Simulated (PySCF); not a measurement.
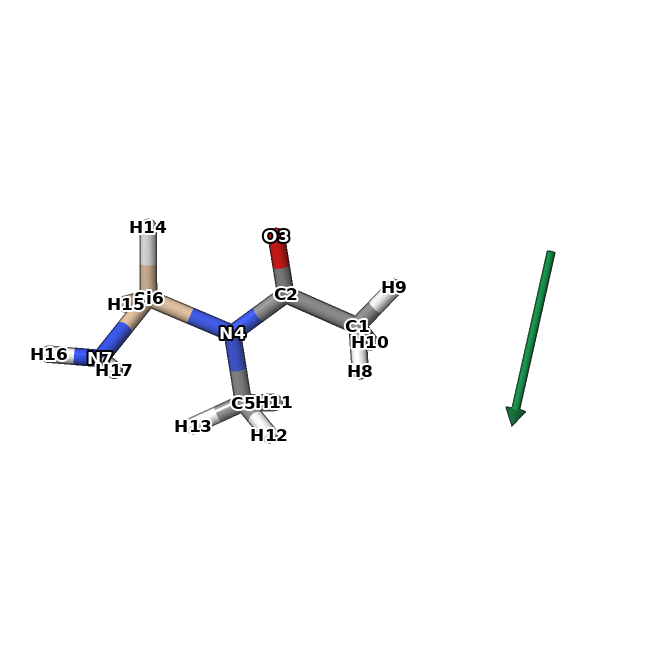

The arrow beside the molecule shows the direction of the dipole moment, from the negative to the positive end (its length means nothing). The geometry was computed by an optimisation with GFN2-xTB. No frequency run is at hand to confirm it as a minimum. Properties computed with CAM-B3LYP/def2-SVPD, gas phase (PySCF 2.14.0).

How large is the dipole moment?

3.34 D; it points from the side of O3 to the side of H13 (the outermost atoms at the two ends).

The geometry is semi-empirical. Around Si such bond lengths and angles can be off by a tenth of an ångström or more and by several degrees, and values that hang on the shape move with them.
